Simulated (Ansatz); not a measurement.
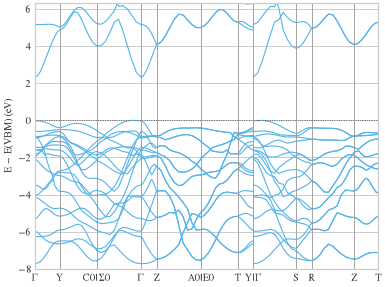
Figure. Band structure from r²SCAN (plane waves, PAW; program Ansatz)

Task: Read off the gap and where the band edges lie.

Result: About 2.3 eV (2.32 eV by a search for the band edges); maximum on the Σ0–Γ line, 82 % of the way from Σ0, minimum at Γ.

Task: Pick the material that matches.
A) C, Cmmm (C on 8p, C on 8q)
B) Ga2O3, Cmcm (Ga on 4c, Ga on 4a, O on 8f, O on 4c)
C) SiBi2O5, Cmcm (Pearson symbol oS32)
D) Si, Cmcm (Si on 8f, Si on 8f, Si on 8f)

Result: B, Ga2O3, Cmcm (Ga on 4c, Ga on 4a, O on 8f, O on 4c)

The workflow started from a Materials Project entry (that database holds measured and hypothetical structures alike); the Crystallography Open Database copy checked does not list it. It is not the phase usual at ambient conditions (space group No. 12, 167). The r²SCAN relaxation kept the symmetry of its start. At this level the phase is dynamically unstable (imaginary phonons). Spin–orbit coupling is left out wherever it is not named.

Potentials: the earlier of the program's two PAW sets. The files were generated under PBE; for other functionals the program regenerates the frozen cores, and for LDA and PBEsol the local potential too.
